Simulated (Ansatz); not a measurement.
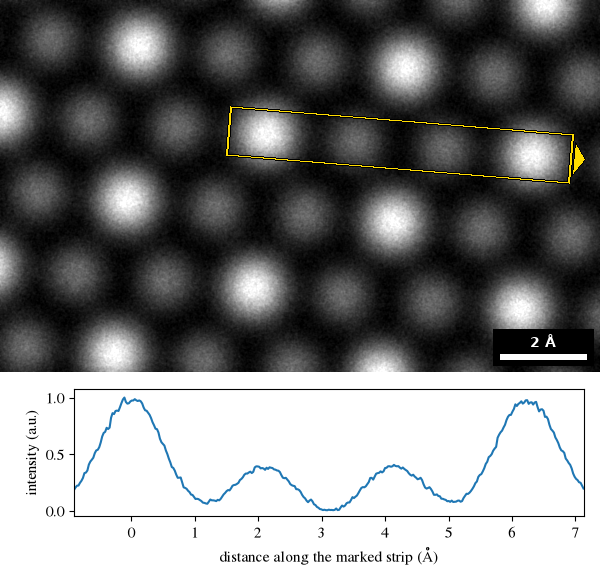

HAADF-like image of Gd (P6_3/mmc, No. 194) along [001]. Simulated incoherent Z contrast: every atom adds Z^1.8 spread by a probe of 1.30 Å full width; channelling and multiple scattering are left out. Shot noise was added. Model: the end point of a relaxation at fixed volume with DFT PBE, spin-orbit coupling, plane waves, PAW (Ansatz); the starting structure was generated, so it need not be a known form of this composition.

```
CELL_PARAMETERS angstrom
3.60386 0.00000 0.00000
-1.80193 3.12103 0.00000
0.00000 0.00000 11.63360
ATOMIC_POSITIONS crystal
Gd 0.00000 0.00000 0.00000
Gd 0.00000 0.00000 0.50000
Gd 0.33333 0.66667 0.25000
Gd 0.66667 0.33333 0.75000
```

The curve is the intensity along the marked strip, in the direction of its arrowhead, with zero distance at the first column. Brightness is counted from the darkest point of the image.

Question: List the columns that the line crosses, with their positions.

Answer:
| position (Å) | atoms per repeat along the beam | height (% of the highest) |
| --- | --- | --- |
| 0.0 | 2 Gd | 100 |
| 2.1 | 1 Gd | 40 |
| 4.2 | 1 Gd | 40 |
| 6.2 | 2 Gd | 100 |
